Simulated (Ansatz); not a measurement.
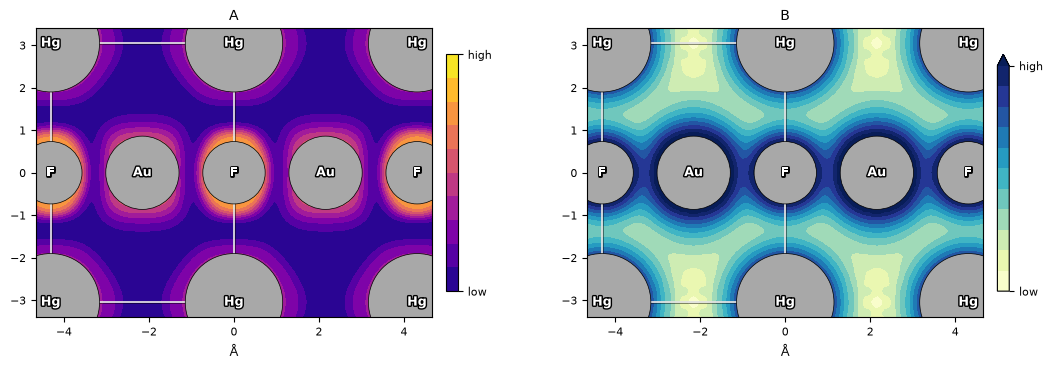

HgAuF3: 2 fields on the (101) plane of the conventional cell, with unlabelled colour scales. Grey discs cover the atomic cores.

Space group Pm-3m; a structure from a database of computed crystals, not necessarily the ambient phase; started from the KZnF3-221 prototype, which need not be the ambient phase.

Computed with Ansatz 0.2.0, DFT, r2SCAN+rVV10, plane waves, PAW.

> Which field does each panel show? The fields are: electron localisation function and valence pseudo-density.

Panel A: electron localisation function. Panel B: valence pseudo-density. From the grid: Au–F (2.15 Å): the density is about 0.58 e/Å³ at the midpoint; the ELF is about 0.15 at the midpoint: no localised pair shows between them. Hg–F (3.05 Å): ρ is about 0.1 e/Å³ halfway, with its minimum of 0.08 e/Å³ about 1.7 Å from Hg; the ELF is about 0.05 at the midpoint; no shared electron pair shows on this line.
